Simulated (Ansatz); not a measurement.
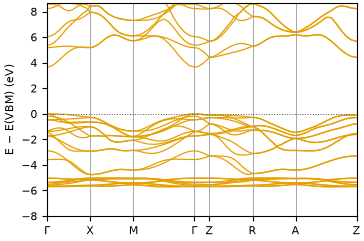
Band structure from LDA (plane waves, PAW; program Ansatz)

Read off the gap and where the band edges lie.

About 3.7 eV (3.65 eV by a search for the band edges); maximum at Γ, minimum at Γ.

Which of these materials gives this?
(A) BiClO, P4/nmm (Bi on 2c, Cl on 2c, O on 2a)
(B) LaOF, P4/nmm (La on 2c, O on 2b, F on 2a)
(C) ZnCl2, P4_2/nmc (Zn on 2a, Cl on 4d)
(D) Mg2SeS, P-4m2 (Mg on 2g, Se on 1b, S on 1d)

C, ZnCl2, P4_2/nmc (Zn on 2a, Cl on 4d)

The workflow started from a Materials Project entry (that database holds measured and hypothetical structures alike); the Crystallography Open Database files this formula in space group No. 137, but the cells were not matched. Whether it is the stable phase at ambient conditions was not checked. Symmetry was held in the LDA relaxation; whether a distortion lowers the energy is not shown. A crystal of weakly bound layers computed without a dispersion correction: the cell and the soft elastic constants depend strongly on that.

Potentials: the later of the program's two PAW sets.
